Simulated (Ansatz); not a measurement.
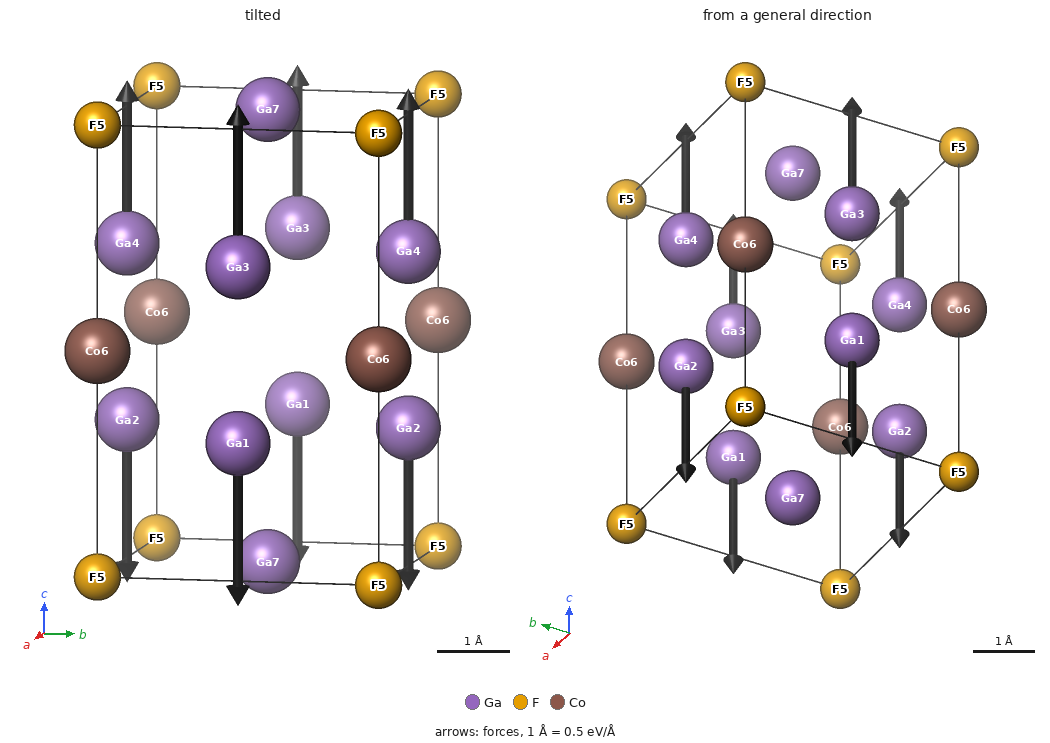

We look at a spheres-only model of the crystal slightly off an axis and from a general direction. The lines enclose the simulation cell; boundary atoms appear with their images. The arrows are the computed forces on the atoms.

System: Ga₅CoF. Theory: Ansatz, DFT, PAW plane waves, PBE. Numerical settings: a 420 eV plane-wave basis, a 6×6×4 grid in reciprocal space, cold smearing of 0.011 eV, no spin polarisation (a spin-restricted run, not always the ground state).

> Is the structure at rest?

No. The atoms still feel forces of up to about 0.94 eV/Å, far above a usual threshold of 0.01 to 0.03 eV/Å.

> Which atom has the biggest force on it?

Ga1, Ga2, Ga3 and Ga4, about 0.94 eV/Å.

Provenance: a generated cell, made by putting these elements into a known structure type (the compound may or may not exist in this form); not relaxed. It was the input of a calculation with Ansatz.
